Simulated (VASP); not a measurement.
Band structure of AlIn$_{3}$As$_{4}$ (ordered alloy cell). All values below come from PBEsol GGA, VASP's PBE PAW potentials (set 64) (plane waves; VASP 6.6.1).

Unless said otherwise, spin-orbit coupling is left out, though it shifts the bands of the heavy elements here.

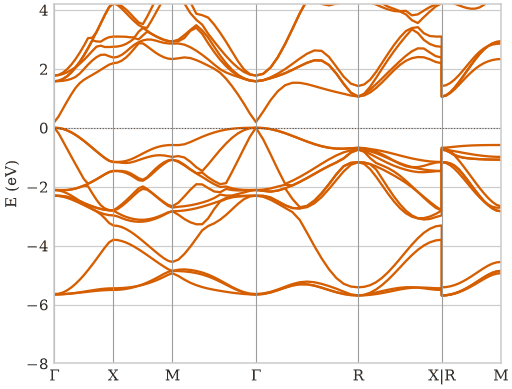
*Bands along high-symmetry lines, zero at the valence-band maximum or, without a gap, the Fermi level*

Task: Read the plot: is there a gap, and where are the band edges?

Result: The gap is direct, 0.19 eV, from the valence maximum at Γ to the conduction minimum at Γ. (Edges off the drawn lines would not show.)

The structure was generated: AlIn3As4 was put into an ordered model structure (P-43m), which need not be its known phase. It was relaxed first.
